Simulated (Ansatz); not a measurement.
**FGeH4Si2 (SMILES F/[SiH]=[Ge]\[SiH3]) (doublet): density, localisation and related maps**

The calculation's input:

```
basis:
  gaussian:
    orbitals: def2-TZVPD
crystal:
  periodic: [false, false, false]
  atoms:
    - symbol: F
      position_ang: [-2.233994, -1.347197, 3.295748]
    - symbol: Ge
      position_ang: [-0.945003, 1.535179, 1.562791]
    - symbol: Si
      position_ang: [-2.108190, 0.296800, 3.216326]
    - symbol: Si
      position_ang: [-0.316757, -0.636894, 0.477856]
    - symbol: H
      position_ang: [-2.894495, 0.766683, 4.420193]
    - symbol: H
      position_ang: [-1.509194, -1.430526, 0.017195]
    - symbol: H
      position_ang: [0.514178, -1.519895, 1.368841]
    - symbol: H
      position_ang: [0.509799, -0.316796, -0.738230]
magnetization:
  spin_polarized: true
  initial_magnetization: 1
hamiltonian:
  xc: pbe0
output: {forces: true, orbitals: {seedname: orbitals}}
```

Launched as:

```sh
ansatz run input.yaml --threads 2 --pin off --max-ram 4350MiB --events-out events.jsonl --progress --plain --runs-dir runs
```

Geometry: BLYP-D3(BJ)/def2-SVP.

Computed with isolated molecule in a Gaussian basis; Kohn-Sham density functional theory, functional PBE0 (Ansatz).

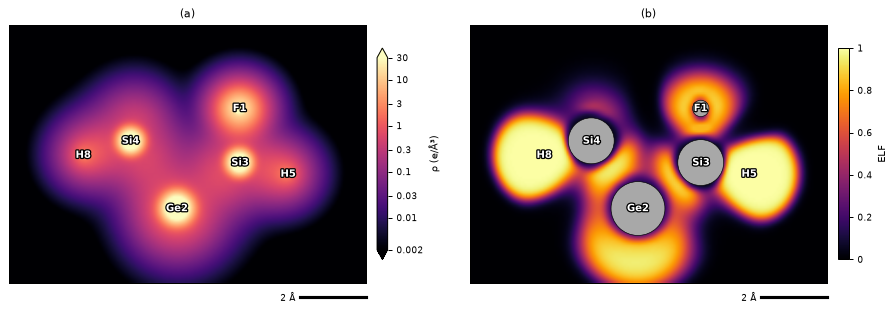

Figure 1. (a) electron density; (b) electron localisation function on the plane of atoms F1, Si3 and Ge2. Grey discs cover the atomic cores in the ELF map.

**Read the bonding off the picture.**

The plane passes through F, Ge, Si and H nuclei. Si–F (1.65 Å): ρ is about 1 e/Å³ halfway; the ELF peaks at about 0.85 in the valence shell of F, 0.7 Å from its nucleus, and is about 0.40 at the midpoint. Si–Ge (2.37 Å): ρ at the midpoint is about 0.54 e/Å³; the ELF peaks at about 0.90 between the atoms (a shared electron pair). Si–H (1.51 Å): ρ is about 0.8 e/Å³ halfway; the ELF climbs to about 1 towards the hydrogen, as it does in any bond to H. Si–Ge (2.51 Å): ρ is about 0.5 e/Å³ halfway; the ELF peaks at about 0.95 between the atoms: a shared electron pair. The ELF also peaks beside F1, away from the bonds: non-bonding electrons, paired or unpaired.

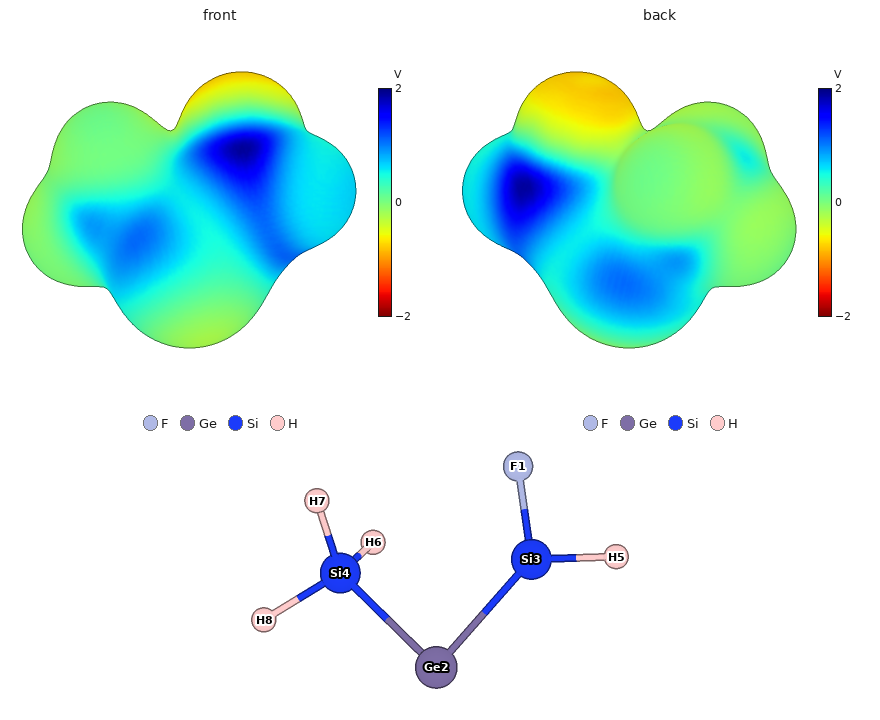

Figure 2. The molecular electrostatic potential painted on the density surface at 0.002 e/bohr³, seen from the front and from behind; red is negative and blue positive. The bare structure is drawn below in the same view.

**Which sites attract a positive test charge, and which a negative one?**

A positive charge is drawn to the negative regions and a negative charge to the positive ones. The most negative region (about −0.8 V) lies over F1, the most positive (about +1.8 V) over Si3.

**What dipole moment does the calculation give?**

Its dipole moment is 1.47 D.

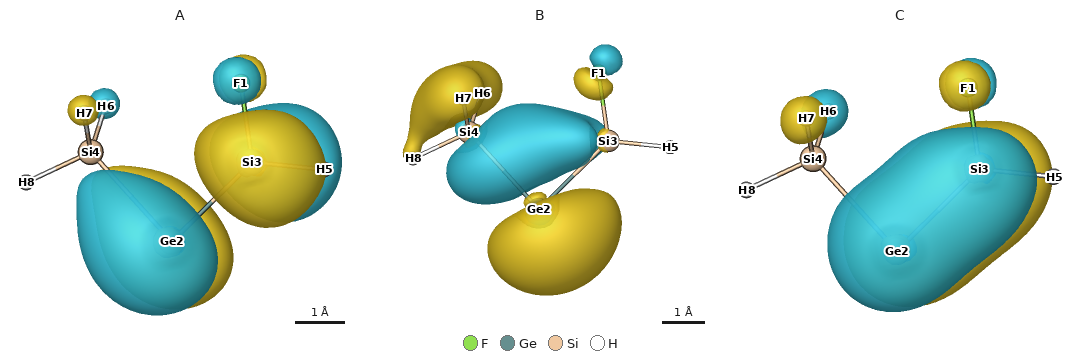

Figure 3. Three frontier orbitals at ±0.08 Å⁻³ᐟ² (yellow and cyan are the two phases), in no order.

**Which picture is the HOMO−1, the HOMO and the LUMO? All are α orbitals.**

B is the HOMO−1 (α) (−6.96 eV). It lies mainly on Ge2 (about 55 %), Si4 (about 25 %) and Si3 (about 10 %). C is the HOMO (α) (−6.42 eV). Its weight (Hirshfeld) is mainly on Si3 (about 45 %) and Ge2 (about 45 %); π-bonding across Si3–Ge2. A is the LUMO (α) (−2.51 eV). Its weight (Hirshfeld) is mainly on Ge2 (about 45 %) and Si3 (about 40 %); π-antibonding (π*) across Ge2–Si3.

**What is the gap between the highest occupied and lowest empty α orbitals?**

3.91 eV between the orbital energies.
